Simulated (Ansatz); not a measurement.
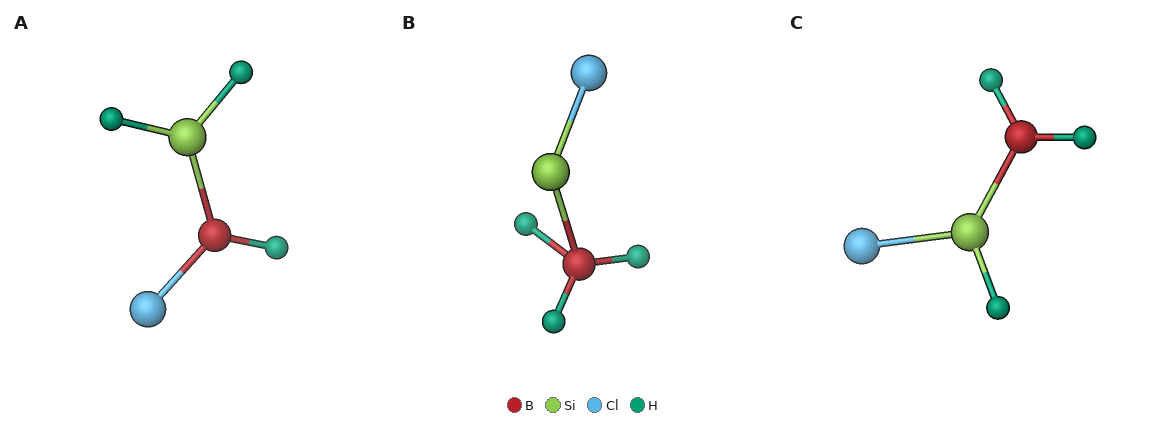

3 stationary structures of one formula. State: neutral, doublet. Geometries: PBE0-D4/def2-TZVP. Electronic energies: UHF-CCSD(T) (frozen core)/def2-TZVPP (Ansatz 0.2.0), without zero-point energy. No frequency run is at hand to confirm each as a minimum.

**Rank them by energy, lowest first.**

C is lowest (Cs); A lies 1.8 kcal/mol above it (Cs), B lies 7.3 kcal/mol above it (C1).
